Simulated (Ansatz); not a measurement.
# Transmission past a defect: InAs wire along [110], 2 atoms a period, H-terminated, Mn in place of one edge or surface As, part 2 of 4

Aim: how much does this defect scatter, and at which energies?

Ansatz 0.2.0; DFT PBE, plane waves, PAW; relaxation of a wire's period (the session's first sound run).

So far. Step 2 (The relaxed wire): The cell's length comes to 4.531 Å with spin left out.

### Step 3. The wire at its relaxed period

This step: DFT PBE, plane waves, PAW; channels and complex bands of a perfect wire (Ansatz 0.2.0).

At the relaxed period the Bloch states of the perfect wire are found at each energy: those that move forward count the open channels, and those that decay describe how a disturbance dies away inside the wire itself. An energy step of 0.035 eV is under the 0.039 eV that the program asks for its thermal average at 300 K.

Contents of input.yaml:

```yaml
crystal:
  lattice:
    - [10.27, 0.0, 0.0]
    - [0.0, 9.707, 0.0]
    - [0.0, 0.0, 4.5307204761]
  atoms:
    - { symbol: H, position: [0.347768556, 0.660772767, 0.0] }
    - { symbol: In, position: [0.420752092, 0.499985981, 0.0] }
    - { symbol: As, position: [0.566915626, 0.499985981, 0.5] }
    - { symbol: H, position: [0.664873718, 0.382970602, 0.5] }
    - { symbol: H, position: [0.664873718, 0.61700136, 0.5] }
    - { symbol: H, position: [0.347768556, 0.339199195, 0.0] }
kpoints:
  mp_grid: { grid: [1, 1, 18] }
scf:
  occupations: { method: fermi_dirac, width: 0.05 }
hamiltonian:
  xc: pbe
output:
  transmission:
    e_range: [-1.26, 1.26]
    de: 0.035
    kmesh: [1, 1]
    reduced_basis: true
    leads: [[0, 0]]
basis:
  ecutwfc: "350 eV"
```

Run with:

```
ansatz run input.yaml --threads 4 --pin off --max-ram 16384MiB --backend cpu --events-out ev --progress --plain --runs-dir out
```

Numbers of over 12 decimals in the logs are rounded to 6 here.

Log:

```text
Warning: basis.ecutwfc = 350 eV is below the records' recommended 420 eV, and the density's cutoff is lower with it unless basis.ecutrho_ratio is high enough to keep the records' density cutoff: compare with a run at a higher cutoff
[...]
Crystal: 6 atoms, lattice volume = 451.672 Å³
Basis set: ecut = 350 eV, 6719 PW (Γ)
Bands: 22, of which v1, the nominal top of the filled ones, is band 16 counted from 1 (15 counted from 0)
Symmetry: 4 space group operations
[...]
k-points: 10 of 18
[...]
SCF iter   1: F=—  HF=-10516.358514 eV  |F-HF|=—  |Δ(HF+E_count)|=         —  Δρ=1.66e-3  dr2=3.72e-2  ethr=1.77e-3  ⟨swp⟩=6.8  Hψ=1262  notcnv=0
[...]
SCF iter   6: F=-10516.356083 eV  HF=-10516.356083 eV  |F-HF|=1.99e-7  |Δ(HF+E_count)|=   3.40e-7  Δρ=4.27e-6  dr2=6.62e-8  ethr=3.13e-10  ⟨swp⟩=10.1  Hψ=974  notcnv=0
SCF 1 converged in 6 iterations: F = -10516.356083 eV  dr2 = 6.62e-8
[...]
transmission: 6 of 36 steps passed
transmission: 12 of 36 steps passed
[...]
transmission: 36 of 36 steps passed
Second SCF, for the conductance: iteration 1, dr2 7.018e-8 eV
Second SCF, for the conductance: iteration 2, dr2 1.405e-8 eV
transmission: 6 of 36 steps passed
transmission: 12 of 36 steps passed
[...]
transmission: 36 of 36 steps passed
SCF converged after 6 iterations
Free energy (F): -10516.356083 eV
[...]
Internal energy: -10516.356083 eV  (E = F + TS)
E sigma→0 (E₀):  -10516.356083 eV
Fermi energy:    -2.624933 eV
[...]
--- Band table (eV; the first three rows and the last of 10) ---
  k-point 0: bands = [... 12 lower, -7.9795, -5.5266, -5.3969, -4.2957, -0.9756, 0.5455, 0.8237, 0.9161, ... 2 higher]
  k-point 1: bands = [... 12 lower, -7.9752, -5.5679, -5.3948, -4.3490, -0.8439, 0.5378, 0.8286, 0.9233, ... 2 higher]
  k-point 2: bands = [... 12 lower, -7.9627, -5.6927, -5.3893, -4.4697, -0.4954, 0.5075, 0.8419, 0.9518, ... 2 higher]
  k-point 9: bands = [... 12 lower, -7.8321, -6.8540, -5.3344, -4.8958, 0.0508, 0.8378, 0.9348, 2.0669, ... 2 higher]
--- Transmission ---
  basis      : 731 plane waves across, 6 finite elements along
  points     : 1, standing for a mesh of 1 x 1
  filling    : by a second SCF (2 iterations) under fermi_dirac of width 0.025852 eV on a mesh of 1 x 1 x 36, whose Fermi level is -2.629819 eV
  energies   : 73 from -1.260000 to 1.260000 eV about the Fermi level, 0.035000 eV apart; the leads are filled to 0.000000 eV, and channels, transmission and decay are at 0.000000 eV
  crystal 0  : H4In1As1, at the sites [0, 0], period 4.5307 Å: whole cells are its period
    offset         : up to 0.0000 Å between an atom of the period and one for which it stands
    channels       : 0.000000e0 a spin
    conductance    : none, crystal 0 has no channel at the energies, or these end too early or step too widely for 300 K: set another output.transmission.e_range or a lower de, or, where they end at an eighth of basis.ecutwfc, a higher one
    slowest decay  : 0.2076 /Å at (0.0000, 0.0000)
```

It took 65 s on 4 threads of Arm Neoverse V2, shared host; peak memory 0.85 GiB; 3.7 min of CPU time.

Reading the cycles: dr2 is the Hartree energy of the density residual (eV), the measure of convergence; HF is the Harris–Foulkes estimate of the energy, which meets the free energy F at convergence.

Numbers from this step:

```yaml
channels_at_the_energy_nearest_the_fermi_level_one_spin: 0
slowest_decay_in_the_lead_at_the_energy_nearest_the_fermi_level: 0.2076 Å⁻¹
band_gap: 3.320 eV
```

The open channels of the lead, one spin stays at 0 for energy from -1.26 to 1.26 eV.

The slowest values at each energy, most degenerate partners merged, listed up to 1.5 1/Å. Table of Im kz of the slowest decaying states by energy, zero at the Fermi level:

```csv
energy (eV),decay 1 (Å⁻¹),decay 2 (Å⁻¹),decay 3 (Å⁻¹),decay 4 (Å⁻¹)
-1.2600,0.165,0.592,0.777,1.13
-1.0150,0.189,0.597,0.780,1.10
-0.7350,0.203,0.597,0.779,1.07
-0.4900,0.209,0.592,0.776,1.04
-0.2450,0.210,0.585,0.771,1.00
0.0000,0.208,0.575,0.763,0.972
0.2450,0.201,0.562,0.754,0.937
0.4900,0.191,0.546,0.743,0.902
0.7350,0.176,0.528,0.731,0.865
1.0150,0.153,0.504,0.715,0.820
1.2600,0.124,0.479,0.698,0.778
```

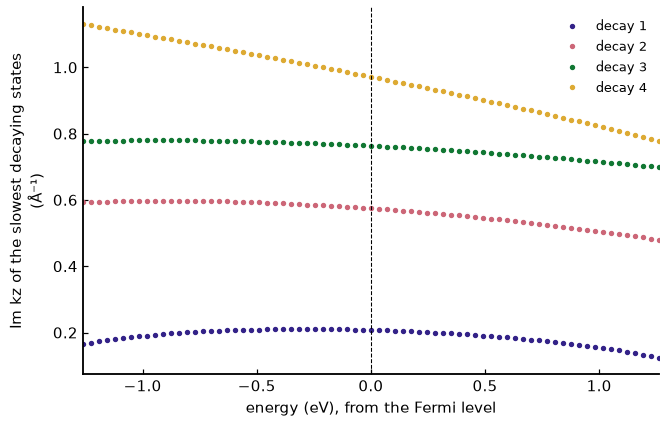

Im kz of the slowest decaying states, plotted against energy.

By hand: a barrier of this wire, of length L, would pass T ∝ exp(−2κL) at this energy; with κ = 0.208 Å⁻¹ one decade takes ln 10 / (2κ) = 5.55 Å.

At the computed energy nearest the Fermi level there are 0 channels a spin; the gap is 3.32 eV.

### Step 4. Relaxation of the scattering region

This step: DFT PBE, plane waves, PAW; relaxation of a junction in a wire, ends held (Ansatz 0.2.0).

System of this step: InAs wire along [110], 2 atoms a period, H-terminated, Mn in place of one edge or surface As. The cell holds 42 atoms: 28 H, 7 In, 6 As and 1 Mn. Cell: a = 10.270 Å, b = 9.707 Å, c = 31.715 Å, α = 90.0°, β = 90.0°, γ = 90.0°. Regions: held atoms, 24 atoms (16 H, 4 In and 4 As); free atoms, 18 atoms (12 H, 3 In, 2 As and 1 Mn). Vacuum lies along a and b. The structure's axis is c.

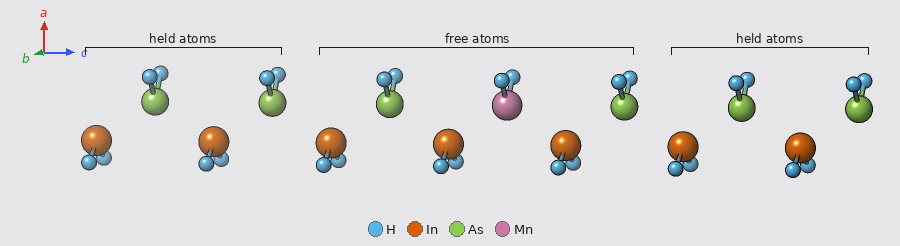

The cell of this step (hydrogen blue, indium orange, arsenic green, manganese pink).

18 atoms at the defect are free to relax, while 24 stay where the perfect wire has them, so that the ends still repeat as a lead. The cutoff is set under the files' recommended one to save time.

Contents of input.yaml:

```yaml
crystal:
  lattice:
    - [10.27, 0.0, 0.0]
    - [0.0, 9.707, 0.0]
    - [0.0, 0.0, 31.7150433328]
  atoms:
    - { symbol: H, position: [0.347768556, 0.660772767, 0.0] }
    - { symbol: In, position: [0.420752092, 0.499985981, 0.0] }
    - { symbol: As, position: [0.566915626, 0.499985981, 0.071428571] }
    - { symbol: H, position: [0.664873718, 0.382970602, 0.071428571] }
    - { symbol: H, position: [0.664873718, 0.61700136, 0.071428571] }
    - { symbol: H, position: [0.347768556, 0.339199195, 0.0] }
    - { symbol: H, position: [0.347768556, 0.660772767, 0.142857143] }
    - { symbol: In, position: [0.420752092, 0.499985981, 0.142857143] }
    - { symbol: As, position: [0.566915626, 0.499985981, 0.214285714] }
    - { symbol: H, position: [0.664873718, 0.382970602, 0.214285714] }
    - { symbol: H, position: [0.664873718, 0.61700136, 0.214285714] }
    - { symbol: H, position: [0.347768556, 0.339199195, 0.142857143] }
    - { symbol: H, position: [0.347768556, 0.660772767, 0.285714286] }
    - { symbol: In, position: [0.420752092, 0.499985981, 0.285714286] }
    - { symbol: As, position: [0.566915626, 0.499985981, 0.357142857] }
    - { symbol: H, position: [0.664873718, 0.382970602, 0.357142857] }
    - { symbol: H, position: [0.664873718, 0.61700136, 0.357142857] }
    - { symbol: H, position: [0.347768556, 0.339199195, 0.285714286] }
    - { symbol: H, position: [0.347768556, 0.660772767, 0.428571429] }
    - { symbol: In, position: [0.420752092, 0.499985981, 0.428571429] }
    - { symbol: Mn, position: [0.566915626, 0.499985981, 0.5], spin: 4.0 }
    - { symbol: H, position: [0.664873718, 0.382970602, 0.5] }
    - { symbol: H, position: [0.664873718, 0.61700136, 0.5] }
    - { symbol: H, position: [0.347768556, 0.339199195, 0.428571429] }
    - { symbol: H, position: [0.347768556, 0.660772767, 0.571428571] }
    - { symbol: In, position: [0.420752092, 0.499985981, 0.571428571] }
    - { symbol: As, position: [0.566915626, 0.499985981, 0.642857143] }
    - { symbol: H, position: [0.664873718, 0.382970602, 0.642857143] }
    - { symbol: H, position: [0.664873718, 0.61700136, 0.642857143] }
    - { symbol: H, position: [0.347768556, 0.339199195, 0.571428571] }
    - { symbol: H, position: [0.347768556, 0.660772767, 0.714285714] }
    - { symbol: In, position: [0.420752092, 0.499985981, 0.714285714] }
    - { symbol: As, position: [0.566915626, 0.499985981, 0.785714286] }
    - { symbol: H, position: [0.664873718, 0.382970602, 0.785714286] }
    - { symbol: H, position: [0.664873718, 0.61700136, 0.785714286] }
    - { symbol: H, position: [0.347768556, 0.339199195, 0.714285714] }
    - { symbol: H, position: [0.347768556, 0.660772767, 0.857142857] }
    - { symbol: In, position: [0.420752092, 0.499985981, 0.857142857] }
    - { symbol: As, position: [0.566915626, 0.499985981, 0.928571429] }
    - { symbol: H, position: [0.664873718, 0.382970602, 0.928571429] }
    - { symbol: H, position: [0.664873718, 0.61700136, 0.928571429] }
    - { symbol: H, position: [0.347768556, 0.339199195, 0.857142857] }
magnetization:
  spin_polarized: true
kpoints:
  mp_grid: { grid: [1, 1, 1] }
scf:
  occupations: { method: fermi_dirac, width: 0.1 }
hamiltonian:
  xc: pbe
relax:
  constraints:
    - { sites: [0, 1, 2, 3, 4, 5, 6, 7, 8, 9, 10, 11, 30, 31, 32, 33, 34, 35, 36, 37, 38, 39, 40, 41] }
  f_tol: 0.06
  max_steps: 35
basis:
  ecutwfc: "350 eV"
```

Log:

```text
[...]
Warning: crystal.symmetry: narrowed to the stabiliser of the relax constraints — unitary ops 4 → 2; lowered at sites 12, 13, 17, 30, 31, 35 (the operations that carried what is held of a site onto what its image site leaves free; the constrained walk keeps no symmetry that its constraints do not admit)
[...]
Crystal: 42 atoms, lattice volume = 3161.701 Å³
Basis set: ecut = 350 eV, 47059 PW (Γ), exchange–correlation on 128×120×400 points (8 copies of the dense FFT grid, shifted against one another)
Bands: 156, of which v1, the nominal top of the filled ones, is band 112 counted from 1 (111 counted from 0)
Symmetry: 2 space group operations
k-points: 1
[...]
Starting moments: Σ|m| = 4 μB on 1 of 42 sites
[...]
SCF iter   1: F=—  HF=-72660.471252 eV  |F-HF|=—  |Δ(HF+E_count)|=         —  Δρ=1.44e-2 (↑1.39e-2 ↓1.44e-2)  dr2=2.61e1  dr2_m=9.60e-2  M=3.722 μB ∫|m|=4.258 μB  β_m=0.30  ethr=3.10e-3  ⟨swp⟩=6.5  Hψ=1312  notcnv=0  defer=30
[...]
spin=Collinear: Resta preconditioning applied to the charge; magnetization (m = ρ↑ − ρ↓) channel mixes plain (no charge-response kernel on spin).
SCF iter   2: F=—  HF=-72654.929080 eV  |F-HF|=—  |Δ(HF+E_count)|=    5.54e0  Δρ=9.01e-3 (↑8.51e-3 ↓9.01e-3)  dr2=8.74e0  dr2_m=1.81e-1  M=2.952 μB ∫|m|=4.184 μB  β_m=0.49  ethr=3.10e-3  ⟨swp⟩=2.5  Hψ=446  notcnv=0  defer=68
[...]
spin=Collinear: LDOS preconditioning applied to the charge; magnetization (m = ρ↑ − ρ↓) channel mixes plain (no charge-response kernel on spin).
SCF iter   3: F=—  HF=-72652.771400 eV  |F-HF|=—  |Δ(HF+E_count)|=    2.16e0  Δρ=3.27e-3 (↑2.63e-3 ↓3.27e-3)  dr2=1.14e0  dr2_m=1.18e-1  M=2.094 μB ∫|m|=4.327 μB  β_m=0.63  ethr=3.10e-3  ⟨swp⟩=2.5  Hψ=432  notcnv=0  defer=68
[...]
SCF iter  11: F=-72652.816218 eV  HF=-72652.816223 eV  |F-HF|=5.27e-6  |Δ(HF+E_count)|=   2.54e-5  Δρ=8.71e-6 (↑8.71e-6 ↓7.76e-6)  dr2=7.94e-6  dr2_m=7.81e-7  M=2.023 μB ∫|m|=3.759 μB  ethr=8.95e-9  ⟨swp⟩=1.0  Hψ=861  notcnv=0
SCF 1 converged in 11 iterations: F = -72652.816218 eV  dr2 = 7.94e-6
[...]
relax step   1: F+E_penalty+E_count = -72652.81621790 eV  Δ(F+E_penalty+E_count) = +0.000e0 eV  max|allowed force component| = 4.306e-1 eV/Å  Δτ_max = 0.0000 Å  (11 SCF iters, dr2 threshold 9.00e-5 eV, accepted)
[...]
Starting moments: Σ|m| = 4 μB on 1 of 42 sites; this step starts from the density that it was given
[...]
SCF iter   9: F=-72652.873501 eV  HF=-72652.873502 eV  |F-HF|=5.37e-7  |Δ(HF+E_count)|=   5.48e-6  Δρ=2.90e-6 (↑1.85e-6 ↓2.90e-6)  dr2=8.41e-7  dr2_m=6.04e-8  M=2.045 μB ∫|m|=3.981 μB  ethr=5.17e-9  ⟨swp⟩=2.0  Hψ=993  notcnv=0
SCF 2 converged in 9 iterations: F = -72652.873501 eV  dr2 = 8.41e-7
relax step   2: F+E_penalty+E_count = -72652.87350118 eV  Δ(F+E_penalty+E_count) = -5.728e-2 eV  max|allowed force component| = 2.926e-1 eV/Å  Δτ_max = 0.1943 Å  (9 SCF iters, dr2 threshold 1.16e-5 eV, accepted)
SCF iter   1: F=—  HF=-72652.803543 eV  |F-HF|=—  |Δ(HF+E_count)|=         —  Δρ=2.69e-3 (↑2.25e-3 ↓2.69e-3)  dr2=1.34e-1  dr2_m=1.18e-1  M=2.068 μB ∫|m|=3.956 μB  β_m=0.65  ethr=1.24e-3  ⟨swp⟩=4.5  Hψ=719  notcnv=0  defer=54
[...]
SCF iter   9: F=-72652.899032 eV  HF=-72652.899033 eV  |F-HF|=5.50e-7  |Δ(HF+E_count)|=   4.33e-7  Δρ=2.44e-6 (↑2.02e-6 ↓2.44e-6)  dr2=7.27e-7  dr2_m=6.21e-8  M=2.065 μB ∫|m|=3.993 μB  ethr=1.34e-9  ⟨swp⟩=2.0  Hψ=985  notcnv=0
SCF 3 converged in 9 iterations: F = -72652.899032 eV  dr2 = 7.27e-7
relax step   3: F+E_penalty+E_count = -72652.89903234 eV  Δ(F+E_penalty+E_count) = -2.553e-2 eV  max|allowed force component| = 5.369e-2 eV/Å  Δτ_max = 0.1136 Å  (9 SCF iters, dr2 threshold 5.35e-6 eV, accepted)
[...]
relax step   4: F+E_penalty+E_count = -72652.89903286 eV  Δ(F+E_penalty+E_count) = -5.225e-7 eV  max|allowed force component| = 5.363e-2 eV/Å  Δτ_max = 0.0000 Å  (5 SCF iters, accepted)
[...]
relax step   5: F+E_penalty+E_count = -72652.91609253 eV  Δ(F+E_penalty+E_count) = -1.706e-2 eV  max|allowed force component| = 1.328e-1 eV/Å  Δτ_max = 0.1831 Å  (12 SCF iters, accepted)
[...]
relax step   6: F+E_penalty+E_count = -72652.91761353 eV  Δ(F+E_penalty+E_count) = -1.521e-3 eV  max|allowed force component| = 4.394e-2 eV/Å  Δτ_max = 0.0681 Å  (9 SCF iters, dr2 threshold 1.76e-5 eV, accepted)
[...]
SCF iter   5: F=-72652.917616 eV  HF=-72652.917616 eV  |F-HF|=2.96e-8  |Δ(HF+E_count)|=   3.06e-8  Δρ=9.70e-7 (↑1.71e-7 ↓9.70e-7)  dr2=3.71e-8  dr2_m=7.98e-9  M=2.294 μB ∫|m|=3.982 μB  ethr=6.75e-12  ⟨swp⟩=1.0  Hψ=902  notcnv=0
SCF 7 converged in 5 iterations: F = -72652.917616 eV  dr2 = 3.71e-8
relax step   7: F+E_penalty+E_count = -72652.91761620 eV  Δ(F+E_penalty+E_count) = -2.671e-6 eV  max|allowed force component| = 4.383e-2 eV/Å  Δτ_max = 0.0000 Å  (5 SCF iters, accepted)
SCF converged after 5 iterations
Magnetization: 2.2942 μB (113.1471 up, 110.8529 down)
Absolute magnetization: 3.9924 μB (∫|ρ↑−ρ↓|, with the PAW one-centre terms)
[...]
Per-site moments (μB) at R_I (Å): [(3.039147242974322e-6, 0.714206), (-8.691473781193504e-6, 0.714206), (-2.9910362290025437e-5, 0.625899), (3.3496874793290345e-6, 0.625899), (3.349687479386341e-6, 0.625899), (3.0391472430832424e-6, 0.714206), (-7.190030471972399e-6, 0.714206), (-3.1185361036464926e-5, 0.714206), (-0.000129863, 0.625899), (2.163180453366139e-5, 0.625899), (2.16318045337056e-5, 0.625899), (-7.19003047 [...]
Free energy (F): -72652.917616 eV
[...]
Internal energy: -72652.832896 eV  (E = F + TS)
E sigma→0 (E₀):  -72652.875256 eV
Entropy (-TS):   -0.084720 eV (-2.017 meV/atom)
Fermi energy:    -2.878780 eV
[...]
--- Forces (eV/Å), atoms counted from 1 ---
  atom   1  H     -0.00252084     0.00520522    -0.00118112
  atom   2  In    -0.00159405     0.00000000     0.00515841
  atom   3  As    -0.01303332     0.00000000     0.00039285
  atom   4  H      0.01007166    -0.01042894    -0.00071177
  atom   5  H      0.01007166     0.01042894    -0.00071177
  atom   6  H     -0.00252084    -0.00520522    -0.00118112
  atom   7  H     -0.00192204     0.00516689    -0.00127386
  atom   8  In    -0.00825625     0.00000000     0.00404252
  atom   9  As    -0.04078392     0.00000000     0.12626787
  atom  10  H      0.01803803    -0.01157257    -0.01156832
  atom  11  H      0.01803803     0.01157257    -0.01156832
  atom  12  H     -0.00192204    -0.00516689    -0.00127386
  atom  13  H      0.00079705    -0.00408285     0.01389339
  atom  14  In     0.01458194     0.00000000    -0.00917555
  atom  15  As    -0.04382543     0.00000000     0.00733127
  atom  16  H     -0.00670948     0.00446972    -0.00068008
  atom  17  H     -0.00670948    -0.00446972    -0.00068008
  atom  18  H      0.00079705     0.00408285     0.01389339
  atom  19  H      0.01801107    -0.01750989    -0.02924924
  atom  20  In     0.01293381     0.00000000     0.03471881
  atom  21  Mn     0.02698731     0.00000000     0.00465357
  atom  22  H     -0.01067299    -0.00851150    -0.00050939
  atom  23  H     -0.01067299     0.00851150    -0.00050939
  atom  24  H      0.01801107     0.01750989    -0.02924924
  atom  25  H      0.01637199    -0.01222740     0.02230779
  atom  26  In     0.01208701     0.00000000    -0.02189190
  atom  27  As    -0.03833920     0.00000000    -0.01772820
  atom  28  H     -0.00427066     0.00428918     0.00414300
  atom  29  H     -0.00427066    -0.00428918     0.00414300
  atom  30  H      0.01637199     0.01222740     0.02230779
  atom  31  H      0.00309570     0.01444619     0.00416937
  atom  32  In    -0.02830835     0.00000000    -0.10326572
  atom  33  As     0.01122598     0.00000000    -0.03855615
  atom  34  H      0.01102975    -0.01050111     0.00343158
  atom  35  H      0.01102975     0.01050111     0.00343158
  atom  36  H      0.00309570    -0.01444619     0.00416937
  atom  37  H     -0.00088517     0.00459706    -0.00150502
  atom  38  In    -0.01199655     0.00000000     0.01071846
  atom  39  As    -0.01271090     0.00000000    -0.00405383
  atom  40  H      0.01008353    -0.01043991    -0.00056965
  atom  41  H      0.01008353     0.01043991    -0.00056965
  atom  42  H     -0.00088517    -0.00459706    -0.00150502
  max |Σ_I F_I| component: 5.75e-6 eV/Å
--- Relaxed structure (7 steps of the walk, 7 accepted, 0 SCFs on fresh bases) ---
  F+E_penalty+E_count = -72652.91761620 eV   max|allowed force component| = 4.383e-2 eV/Å
  atoms:
    - { symbol: H, position: [0.347768556, 0.660772767, 0.0] }
    - { symbol: In, position: [0.420752092, 0.499985981, 0.0] }
    - { symbol: As, position: [0.566915626, 0.499985981, 0.071429] }
    - { symbol: H, position: [0.664873718, 0.382970602, 0.071429] }
    - { symbol: H, position: [0.664873718, 0.61700136, 0.071429] }
    - { symbol: H, position: [0.347768556, 0.339199195, 0.0] }
    - { symbol: H, position: [0.347768556, 0.660772767, 0.142857143] }
    - { symbol: In, position: [0.420752092, 0.499985981, 0.142857143] }
    - { symbol: As, position: [0.566915626, 0.499985981, 0.214285714] }
    - { symbol: H, position: [0.664873718, 0.382970602, 0.214285714] }
    - { symbol: H, position: [0.664873718, 0.61700136, 0.214285714] }
    - { symbol: H, position: [0.347768556, 0.339199195, 0.142857143] }
    - { symbol: H, position: [0.348788, 0.661433, 0.285802] }
    - { symbol: In, position: [0.420603, 0.499985981, 0.286591] }
    - { symbol: As, position: [0.558779, 0.499985981, 0.360761] }
    - { symbol: H, position: [0.657443, 0.383322, 0.360853] }
    - { symbol: H, position: [0.657443, 0.616650, 0.360853] }
    - { symbol: H, position: [0.348788, 0.338539, 0.285802] }
    - { symbol: H, position: [0.356350, 0.661930, 0.440049] }
    - { symbol: In, position: [0.428346, 0.499985981, 0.436216] }
    - { symbol: Mn, position: [0.616634, 0.499985981, 0.500220] }
    - { symbol: H, position: [0.699748, 0.363351, 0.500126] }
    - { symbol: H, position: [0.699748, 0.636621, 0.500126] }
    - { symbol: H, position: [0.356350, 0.338042, 0.440049] }
    - { symbol: H, position: [0.356871, 0.661880, 0.560723] }
    - { symbol: In, position: [0.428931, 0.499985981, 0.564475] }
    - { symbol: As, position: [0.558783, 0.499985981, 0.640009] }
    - { symbol: H, position: [0.657486, 0.383349, 0.639740] }
    - { symbol: H, position: [0.657486, 0.616623, 0.639740] }
    - { symbol: H, position: [0.356871, 0.338092, 0.560723] }
    - { symbol: H, position: [0.347768556, 0.660772767, 0.714285714] }
    - { symbol: In, position: [0.420752092, 0.499985981, 0.714285714] }
    - { symbol: As, position: [0.566915626, 0.499985981, 0.785714286] }
    - { symbol: H, position: [0.664873718, 0.382970602, 0.785714286] }
    - { symbol: H, position: [0.664873718, 0.61700136, 0.785714286] }
    - { symbol: H, position: [0.347768556, 0.339199195, 0.714285714] }
    - { symbol: H, position: [0.347768556, 0.660772767, 0.857142857] }
    - { symbol: In, position: [0.420752092, 0.499985981, 0.857142857] }
    - { symbol: As, position: [0.566915626, 0.499985981, 0.928571429] }
    - { symbol: H, position: [0.664873718, 0.382970602, 0.928571429] }
    - { symbol: H, position: [0.664873718, 0.61700136, 0.928571429] }
    - { symbol: H, position: [0.347768556, 0.339199195, 0.857142857] }
```

Wall time 99 s (4 threads); peak memory 2.7 GiB.

(Part 2 of 4 ends here.)

[Logs are printed without paths, hosts, clocks, repeated set-up lines and the standing remarks that a program may print on its own settings, such as how far it seeks lower states.]

[Hosts, paths, dates, database ids (printed as entryN), source tags and the programs' standing remarks are cut or masked in the printed files.]
